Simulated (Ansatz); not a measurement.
# Depolarisation of Li on Pd(111): the Topping model put to the test

In Topping's model the dipole per adsorbate falls as μ = μ₀/(1 + 9αn^(3/2)), with n the density and α a polarisability, so 1/μ is a straight line in n^(3/2).

How it was computed: Ansatz 0.2.0, plane waves with PAW datasets (its set soft_2), LDA; 4 layers at the tabulated experimental lattice constant with the lower two held, adsorbates relaxed from the hcp site, dipole correction. μ is the change of the cell's dipole per adsorbate, positive end outwards.

| run | n^(3/2) (nm⁻³) | 1/μ (1/D) |
| --- | --- | --- |
| 0.111 ML | 2.21 | 0.421 |
| 0.25 ML | 7.45 | ? |
| 1 ML | 59.62 | 2.705 |

Q: Estimate the withheld value from the rows shown.

Two rows fix a line: slope = (2.705 − 0.421) / (59.62 − 2.21) = 0.03978, intercept 0.33320. The intercept gives μ₀ = 1/0.3332 = 3.00 D, and slope over intercept 9α = 0.119 nm³, or α = 13 Å³, an effective value that holds the metal's image. At 7.45 it gives 0.03978 × 7.45 + 0.33320 = 0.630 1/D. Rounding of the rows alone allows about ±0.001 1/D there; two rows can't show whether the line holds.

The run itself gives 0.524 1/D: a miss of −0.106 1/D, or 20.2 % of the value. In dipoles that is 1.59 D predicted against 1.91 D found. A miss this large means that the model doesn't hold over this range, and μ₀ and α above are fit values without physical meaning.

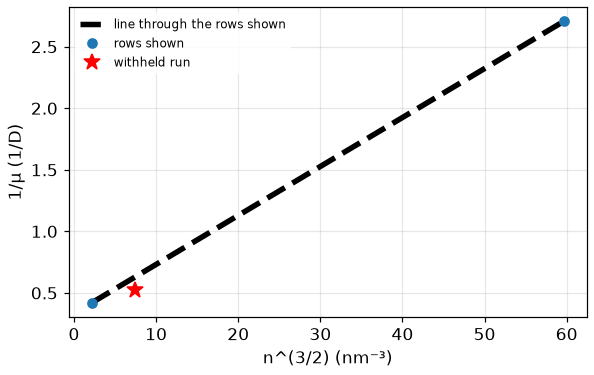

The fit and the withheld run.

**Limits.** Heights and bonding change with coverage, which the model leaves out; its factor is about 9 for square and hexagonal arrays and differs for rectangular ones and rows; and slabs this thin add errors of their own. Other coverages were run too and are left out of this fit, which takes cells with one adsorbate each. The test is put only to electropositive adsorbates whose dipole falls by a fifth or more between the two rows shown.
